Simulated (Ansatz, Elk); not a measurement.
# Bonding as seen by X-rays: RbSc2P2

The structure of RbSc2P2 used here is made up (a known structure type with other elements) and was relaxed beforehand with PBE. The aim is the Fourier transform of its all-electron density, F(hkl), set beside the sum over free spherical atoms that refinements use.

Main program and level: Elk 11.2.3 (patched build); DFT, PBE, all-electron APW+lo, Dirac cores, scalar-relativistic bands, static density, no spin.

The structure was built from a prototype and need not be the compound's stable phase.

### Step 1. Starting point

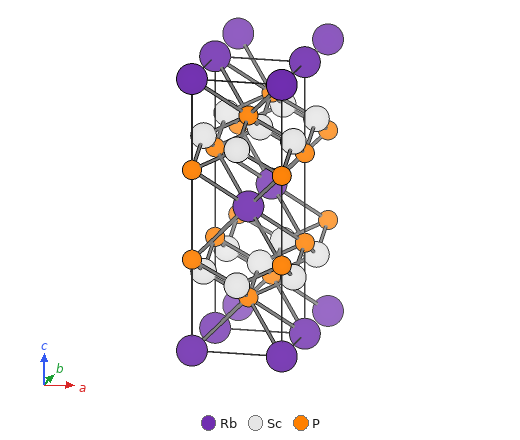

The cell as given, slightly off an axis (rubidium purple, scandium white, phosphorus orange). 1×2×1 cells are drawn. This picture shows the conventional cell, with its axes. Some periodic images of atoms are drawn too.

### Step 2. Ground state and structure factors

An all-electron density is needed, since X-rays see the cores too. Task 0 finds the density and task 195 Fourier-transforms it; tshift is off so that phases refer to the origin typed.

elk.in

```
tasks
  0
  195

xctype
  20

spinpol
  .false.

rgkmax
  7.0

gmaxvr
  14.0

lmaxo
  7

lmaxapw
  8

swidth
  0.002

tshift
  .false.

ramdisk
  .false.

hmaxvr
  5.5

maxscl
  120

epspot
  1e-06

sppath
  './'

avec
  -4.35790837403 4.35790837403 13.19498902844
  4.35790837403 -4.35790837403 13.19498902844
  4.35790837403 4.35790837403 -13.19498902844

atoms
  3
  'Rb.in'
  1
  0.0000000000 0.0000000000 0.0000000000   0.000000 0.000000 0.000000
  'Sc.in'
  2
  0.2500000000 0.7500000000 0.5000000000   0.000000 0.000000 0.000000
  0.7500000000 0.2500000000 0.5000000000   0.000000 0.000000 0.000000
  'P.in'
  2
  0.6650629700 0.6650629700 0.0000000000   0.000000 0.000000 0.000000
  0.3349370300 0.3349370300 0.0000000000   0.000000 0.000000 0.000000

ngridk
  7 7 7
```

Launch:

```sh
> OMP_NUM_THREADS=4 elk
```

Numbers of over 12 decimals in the logs are rounded to 6 here.

The log of the run:

```text
┌─────────────────────────┐
│ Elk code version 11.2.3 │
└─────────────────────────┘

All units are atomic (Hartree, Bohr, etc.)

┌─────────────────────────────────────────────────┐
│ Ground-state run starting from atomic densities │
└─────────────────────────────────────────────────┘

Lattice vectors :
  -4.357908374       4.357908374       13.19498903
   4.357908374      -4.357908374       13.19498903
   4.357908374       4.357908374      -13.19498903

Reciprocal lattice vectors :
  0.7586035845E-17  0.7208946091      0.2380898269
  0.7208946091      0.7586035845E-17  0.2380898269
  0.7208946091      0.7208946091     -0.1837977698E-17

Unit cell volume      :    1002.363432
Brillouin zone volume :   0.2474653459

Muffin-tin inner radius fraction :   0.1000000000E-01

Nuclei treated as point charges

Species : 1 (Rb)
 parameters loaded from : Rb.in
 name : rubidium
 nuclear charge    :   -37.00000000
 electronic charge :    37.00000000
 atomic mass :    155798.2686
 muffin-tin radius :    2.600000000
 number of radial points in muffin-tin :   1193
 inner part over the whole radius :   0.9947532429E-02
 number on inner part of muffin-tin    :    847
 approximate nuclear radius :   0.7999050501E-04
 number of mesh points to nuclear radius :    413
 atomic positions (lattice), magnetic fields (Cartesian) :
  1 :   0.00000000  0.00000000  0.00000000    0.00000000  0.00000000  0.00000000

Species : 2 (Sc)
 parameters loaded from : Sc.in
 name : scandium
 nuclear charge    :   -21.00000000
 electronic charge :    21.00000000
 atomic mass :    81949.61073
 muffin-tin radius :    2.400000000
 number of radial points in muffin-tin :    993
 inner part over the whole radius :   0.9898716403E-02
 number on inner part of muffin-tin    :    698
 approximate nuclear radius :   0.6711386133E-04
 number of mesh points to nuclear radius :    323
 atomic positions (lattice), magnetic fields (Cartesian) :
  1 :   0.25000000 -0.25000000  0.50000000    0.00000000  0.00000000  0.00000000
  2 :  -0.25000000  0.25000000  0.50000000    0.00000000  0.00000000  0.00000000

Species : 3 (P)
 parameters loaded from : P.in
 name : phosphorus
 nuclear charge    :   -15.00000000
 electronic charge :    15.00000000
 atomic mass :    56461.71230
 muffin-tin radius :    2.200000000
 number of radial points in muffin-tin :    793
 inner part over the whole radius :   0.9987340520E-02
 number on inner part of muffin-tin    :    554
 approximate nuclear radius :   0.6081821256E-04
 number of mesh points to nuclear radius :    248
 atomic positions (lattice), magnetic fields (Cartesian) :
  1 :  -0.33493703 -0.33493703  0.00000000    0.00000000  0.00000000  0.00000000
  2 :   0.33493703  0.33493703  0.00000000    0.00000000  0.00000000  0.00000000

Total number of atoms per unit cell :    5
Total muffin-tin volume :    278.6383244
 ratio of muffin-tin to unit cell volume :   0.2779813344

Spin treatment :
 spin-unpolarised

Number of Bravais lattice symmetries :   16
Number of crystal symmetries         :   16
Crystal has inversion symmetry
Real symmetric eigensolver will be used

k-point grid :      7     7     7
k-point offset :    0.000000000       0.000000000       0.000000000
k-point set is reduced with full crystal symmetry group
Total number of k-points :       40

Muffin-tin radius times maximum |G+k| :    7.000000000
 using average radius
Maximum |G+k| for APW functions       :    2.966101695
Maximum (1/2)|G+k|²                   :    4.398879632
Maximum |G| for potential and density :    14.00000000
Constant for pseudocharge density :    9
 order of it for each species :   16  16  16
 order of it for pair densities of each species (exact exchange by exxq0 0: 17) :   12  10   8
Radial integration step length :    1

G-vector grid sizes :     70    70    70
Number of G-vectors :    46619

Maximum angular momentum used for
 APW functions            :    8
 outer part of muffin-tin :    7
 inner part of muffin-tin :    2

Total nuclear charge    :   -109.0000000
[...]
correlation                 :     -4.758295
 electron entropic           :    -0.54300505779702E-03
 total energy                :     -5196.3172507092

Density of states at Fermi energy :    37.10680763
 (states/Hartree/unit cell)

Estimated indirect band gap :   0.2410905706E-02
 from k-point 27 to k-point 13
Estimated direct band gap   :   0.3307077249E-01
 at k-point 27

Charges :
 core                        :    68.00000000
 valence                     :    41.00000000
 interstitial                :    8.100630282
 muffin-tins (core leakage)
  species : 1 (Rb)
   atom 1                    :    35.27130245     (  0.9278507990E-04)
  species : 2 (Sc)
[...]
species : 3 (P)
[...]
total in muffin-tins        :    100.8993697
 total calculated charge     :    108.9994744
 total charge                :    109.0000000
 error                       :   0.5256388154E-03

RMS change in Kohn-Sham potential (target) :   0.3604644632     (  0.1000000000E-05)
Absolute change in total energy (target)   :   0.7720563107     (  0.1000000000E-03)

[... loops 3 to 15 left out ...]

┌──────────────────┐
│ Loop number : 16 │
└──────────────────┘

Energies :
 Fermi                       :     0.158196
 sum of occupied eigenvalues :     -3025.6783654959
 electron kinetic            :      5294.5600577055
 core electron kinetic       :      5127.2614633579
 Coulomb                     :     -10263.336016088
 Coulomb potential           :     -8027.5803388069
 nuclear-nuclear             :     -597.60277334201
 electron-nuclear            :     -11314.824964167
 Hartree                     :      1649.0917214213
 Madelung                    :     -6249.5458466847
 xc potential                :     -292.65808439444
 exchange                    :     -220.77340946327
 correlation                 :     -4.760206
 electron entropic           :    -0.13873803350339E-02
 total energy                :     -5194.3109617004

Density of states at Fermi energy :    111.4262072
 (states/Hartree/unit cell)

Estimated indirect band gap :   0.3925728177E-03
 from k-point 28 to k-point 34
Estimated direct band gap   :   0.8548215854E-02
 at k-point 15

Charges :
 core                        :    68.00000000
 valence                     :    41.00000000
 interstitial                :    8.495532129
 muffin-tins (core leakage)
  species : 1 (Rb)
[...]
species : 2 (Sc)
[...]
species : 3 (P)
[...]
total in muffin-tins        :    100.5044679
 total calculated charge     :    108.9993996
 total charge                :    109.0000000
 error                       :   0.6004318184E-03

RMS change in Kohn-Sham potential (target) :   0.1574067917E-06 (  0.1000000000E-05)
Absolute change in total energy (target)   :   0.3152001955E-04 (  0.1000000000E-03)

Convergence targets achieved

┌──────────────────┐
│ Loop number : 17 │
└──────────────────┘

Energies :
 Fermi                       :     0.158196
 sum of occupied eigenvalues :     -3025.6783693181
 electron kinetic            :      5294.5600517006
 core electron kinetic       :      5127.2614595562
 Coulomb                     :     -10263.336013200
 Coulomb potential           :     -8027.5803370711
 nuclear-nuclear             :     -597.60277334201
 electron-nuclear            :     -11314.824960163
 Hartree                     :      1649.0917203055
 Madelung                    :     -6249.5458446641
 xc potential                :     -292.65808394763
 exchange                    :     -220.77340934537
 correlation                 :     -4.760206
 electron entropic           :    -0.13873801327184E-02
 total energy                :     -5194.3109647029

Density of states at Fermi energy :    111.4261933
 (states/Hartree/unit cell)

Estimated indirect band gap :   0.3925729394E-03
 from k-point 28 to k-point 34
Estimated direct band gap   :   0.8548224893E-02
 at k-point 15

Charges :
 core                        :    68.00000000
 valence                     :    41.00000000
 interstitial                :    8.495532023
 muffin-tins (core leakage)
  species : 1 (Rb)
[...]
species : 2 (Sc)
[...]
atom 2                    :    19.17474821     ( -0.2163141861E-06)
  species : 3 (P)
   atom 1                    :    13.38605866     (  0.3137514425E-03)
   atom 2                    :    13.38605866     (  0.3137514425E-03)
 total in muffin-tins        :    100.5044680
 total calculated charge     :    108.9993996
 total charge                :    109.0000000
 error                       :   0.6004319133E-03

┌──────────────────────────────┐
│ Self-consistent loop stopped │
└──────────────────────────────┘

Warning : core states of species 3 leak from the muffin-tin :   0.3137514425E-03

Wrote STATE.OUT
```

The job ended after 57 s (4 threads of Arm Neoverse V1, shared host; peak memory 0.28 GiB).

SFACRHO.OUT:

```text

h k l indices transformed by vhmat matrix:
   1.000000000       0.000000000       0.000000000    
   0.000000000       1.000000000       0.000000000    
   0.000000000       0.000000000       1.000000000    

      h      k      l  multipl.   |H|            Re(F)            Im(F)           |F|

      0      0      0      1   0.0000000       109.00000      0.45002395E-16   109.00000    
      1      1     -1      2  0.47617965      -17.764128     -0.10432940E-13   17.764128    
      0     -1      1      8  0.75919418       20.038075      0.17388234E-14   20.038075    
      2      2     -2      2  0.95235931       53.186833     -0.52164701E-14   53.186833    
      2      1     -1      8   1.0148251       55.202117      0.18583675E-13   55.202117    
      1     -1      0      4   1.0194989       22.086950     -0.30436149E-14   22.086950    
     -1     -1      0      8   1.1252223       51.895371      0.19127057E-13   51.895371    
      2      3     -2      8   1.3917105       19.467574     -0.86941169E-14   19.467574    
      2      2     -3      8   1.3951223      -11.434713     -0.19996469E-13   11.434713    
     -3     -3      3      2   1.4285390       19.186230     -0.23908821E-13   19.186230    
     -1      1     -1      4   1.4417892       77.371823      0.18831686E-13   77.371823    
     -2      0      2      8   1.5183884      -9.7113603      0.11302352E-13   9.7113603    
     -1      2      0     16   1.6294576       17.967205     -0.43470584E-14   17.967205    
     -3     -1      3      8   1.7279307       43.979024     -0.13910587E-13   43.979024    
     -2     -4      3      8   1.7550218       71.483506     -0.30755438E-13   71.483506    
      1      2      0     16   1.7631296       44.397756      0.16247131E-13   44.397756    
      3      4     -3      8   1.8158581       16.296342     -0.10432940E-13   16.296342    
     -4     -4      4      2   1.9047186       43.734124      0.17388234E-14   43.734124
```

Elk indexes on the primitive cell of elk.in and gives |H| = 4π sin θ/λ in inverse bohr. Below, one row stands for each form hkl of the conventional cell (m members, Friedel mates merged), F is for one primitive cell and the density is static (no thermal factor). Free-atom factors are Waasmaier and Kirfel's, and R is Σm||F|−|F'||/Σm|F|.

| hkl | m | sin θ/λ (Å⁻¹) | abs F, DFT | neutral atoms | diff. |
| --- | --- | --- | --- | --- | --- |
| 002 | 2 | 0.072 | 17.764 | 17.150 | +0.614 |
| 101 | 8 | 0.114 | 20.038 | 20.363 | -0.325 |
| 004 | 2 | 0.143 | 53.187 | 53.079 | +0.107 |
| 103 | 8 | 0.153 | 55.202 | 54.659 | +0.543 |
| 110 | 4 | 0.153 | 22.087 | 21.514 | +0.573 |
| 112 | 8 | 0.169 | 51.895 | 52.189 | -0.293 |
| 105 | 8 | 0.209 | 19.468 | 19.716 | -0.249 |
| 114 | 8 | 0.210 | 11.435 | 11.593 | -0.158 |
| 006 | 2 | 0.215 | 19.186 | 19.241 | -0.054 |
| 200 | 4 | 0.217 | 77.372 | 77.825 | -0.454 |
| 202 | 8 | 0.228 | 9.711 | 9.958 | -0.246 |
| 211 | 16 | 0.245 | 17.967 | 17.772 | +0.195 |
| 204 | 8 | 0.260 | 43.979 | 43.858 | +0.121 |
| 116 | 8 | 0.264 | 71.484 | 71.463 | +0.020 |

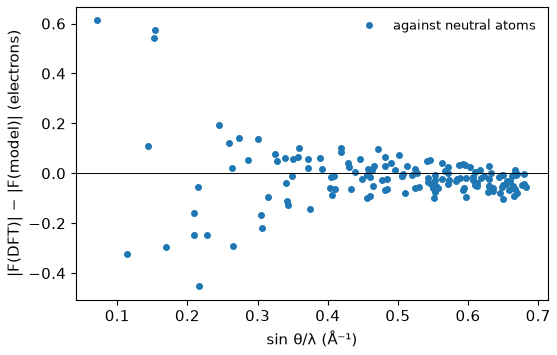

Difference between the calculated structure factors and the independent-atom ones.

### Step 3. The highest occupied states alone

An energy window below the Fermi level keeps the highest occupied states, to see at which angles they scatter; shallow core shells can lie inside it and anion s states outside. No new self-consistency is needed.

elk.in, as its differences from that of step 2:

```diff
@@ -1,3 +1,2 @@
 tasks
-  0
   195
@@ -40,2 +39,5 @@
 
+wsfac
+  -0.209300 0.458200
+
 sppath
```

Launch:

```sh
> OMP_NUM_THREADS=4 elk
```

The log of the run:

```text
┌─────────────────────────────────┐
│ Elk code version 11.2.3 started │
└─────────────────────────────────┘

Info(readinput): the functional depends on the density's gradient
 muffin-tin radial points multiplied by    2.00000
 (not where nrmtscf is given)

┌────────────────────┐
│ Current task : 195 │
└────────────────────┘

Info(sfacrho): density structure factors written to SFACRHO.OUT

 Energy window :  -0.2093000000      0.4582000000

┌──────────────────┐
│ Elk code stopped │
└──────────────────┘
```

Wall time 19 s (4 threads); peak memory 0.2 GiB.

States within 10 eV below the Fermi level hold 16.14 electrons; any levels below the window count with the cores, and a count that is not whole means the window cuts a band. Their amplitudes can exceed the total, where window and core parts have opposite phase:

```
hkl  sin θ/λ (Å⁻¹)  abs F, window  abs F, all
002          0.072          7.596      17.764
101          0.114          3.067      20.038
004          0.143          0.734      53.187
103          0.153          4.089      55.202
110          0.153          2.890      22.087
112          0.169          0.671      51.895
105          0.209          0.892      19.468
114          0.210          1.364      11.435
006          0.215          0.728      19.186
200          0.217          1.566      77.372
```

### Step 4. Another functional

The difference from free atoms is small, so it is set against the change that LDA (Perdew-Wang) makes.

elk.in, as its differences from that of step 3:

```diff
@@ -1,2 +1,3 @@
 tasks
+  0
   195
@@ -4,3 +5,3 @@
 xctype
-  20
+  3
 
@@ -39,5 +40,2 @@
 
-wsfac
-  -0.209300 0.458200
-
 sppath
```

Launch:

```sh
> OMP_NUM_THREADS=4 elk
```

The log of the run:

```text
┌─────────────────────────┐
│ Elk code version 11.2.3 │
└─────────────────────────┘

All units are atomic (Hartree, Bohr, etc.)

┌─────────────────────────────────────────────────┐
│ Ground-state run starting from atomic densities │
└─────────────────────────────────────────────────┘

Lattice vectors :
  -4.357908374       4.357908374       13.19498903
   4.357908374      -4.357908374       13.19498903
   4.357908374       4.357908374      -13.19498903

Reciprocal lattice vectors :
  0.7586035845E-17  0.7208946091      0.2380898269
[...]
species : 1 (Rb)
[...]
species : 2 (Sc)
[...]
species : 3 (P)
   atom 1                    :    13.37196117     (  0.3118478451E-03)
   atom 2                    :    13.37196117     (  0.3118478451E-03)
 total in muffin-tins        :    100.5001569
 total calculated charge     :    108.9994211
 total charge                :    109.0000000
 error                       :   0.5788731632E-03

┌──────────────────────────────┐
│ Self-consistent loop stopped │
└──────────────────────────────┘

Warning : core states of species 3 leak from the muffin-tin :   0.3118478451E-03

Wrote STATE.OUT
[key lines of the parts left out:]
total energy                :     -5185.1487404396
```

It took 36 s on 4 threads; peak memory 0.23 GiB.

Against the first run R = 0.07 %; the largest change is -0.051 at 110.

### Step 5. Basis size

The basis and the expansions that go with it are enlarged, to see whether the differences are converged.

elk.in, as its differences from that of step 4:

```diff
@@ -5,3 +5,3 @@
 xctype
-  3
+  20
 
@@ -11,12 +11,12 @@
 rgkmax
-  7.0
+  8.5
 
 gmaxvr
-  14.0
+  18.0
 
 lmaxo
-  7
+  9
 
 lmaxapw
-  8
+  10
```

Launch:

```sh
> OMP_NUM_THREADS=4 elk
```

The log of the run:

```text
┌─────────────────────────┐
│ Elk code version 11.2.3 │
└─────────────────────────┘

All units are atomic (Hartree, Bohr, etc.)

┌─────────────────────────────────────────────────┐
│ Ground-state run starting from atomic densities │
└─────────────────────────────────────────────────┘

Lattice vectors :
  -4.357908374       4.357908374       13.19498903
   4.357908374      -4.357908374       13.19498903
   4.357908374       4.357908374      -13.19498903

Reciprocal lattice vectors :
  0.7586035845E-17  0.7208946091      0.2380898269
[...]
species : 1 (Rb)
[...]
species : 2 (Sc)
[...]
species : 3 (P)
   atom 1                    :    13.38818862     (  0.3139184272E-03)
   atom 2                    :    13.38818862     (  0.3139184272E-03)
 total in muffin-tins        :    100.5211284
 total calculated charge     :    108.9992749
 total charge                :    109.0000000
 error                       :   0.7251345561E-03

┌──────────────────────────────┐
│ Self-consistent loop stopped │
└──────────────────────────────┘

Warning : core states of species 3 leak from the muffin-tin :   0.3139184272E-03

Wrote STATE.OUT
[key lines of the parts left out:]
total energy                :     -5194.3171835685
```

Run time: 2.6 min. Hardware: 4 threads; peak memory 0.6 GiB.

Against the first run R = 0.01 %; the largest change is -0.008 at 420.

### Step 6. Settings against the effect

| run | R against the first run (%) | R against neutral atoms, low angle (%) | wall time |
| --- | --- | --- | --- |
| PBE, rgkmax 7 | 0.00 | 0.75 | 57 s |
| LDA (Perdew-Wang) | 0.07 | 0.71 | 36 s |
| rgkmax 8.5 with larger expansions | 0.01 | 0.75 | 2.6 min |

### Step 7. Summary of results

| Property | Result |
| --- | --- |
| R against neutral atoms, sin θ/λ < 0.3 Å⁻¹ | 0.75 % |
| R against neutral atoms, 0.3 to 0.68 Å⁻¹ | 0.21 % |

What this shows: Independent neutral atoms miss the calculated amplitudes by R = 0.75 % below 0.3 Å⁻¹ and 0.21 % from there to 0.68 Å⁻¹; by shells, 1.34 % below 0.15 Å⁻¹ (3 forms), 0.70 % 0.15 to 0.3 (14 forms), 0.27 % 0.3 to 0.45 (32 forms), 0.19 % above 0.45 (100 forms). Bonding, aspherical density and the tables' own atoms all enter these figures, and the runs don't part them. The largest change of an amplitude is +0.61 electrons, at 002. The window's part falls from 16.1 electrons at the origin to at most 0.29 between 0.45 and 0.68 Å⁻¹. Below 0.3 Å⁻¹ the changes that finished (LDA (Perdew-Wang) and rgkmax 8.5 with larger expansions) move F by R = 0.05 % at most, against the 0.75 % that separates it from free atoms. The k-mesh has no finished test. Part of the difference isn't bonding: the tables are fits to free atoms and ions calculated by other methods than this functional. Thermal motion, anomalous dispersion and extinction are left out.

[Logs are printed without paths, hosts, clocks, repeated set-up lines and the standing remarks that a program may print on its own settings, such as how far it seeks lower states.]

[Hosts, paths, dates, database ids (printed as entryN), source tags and the programs' standing remarks are cut or masked in the printed files.]
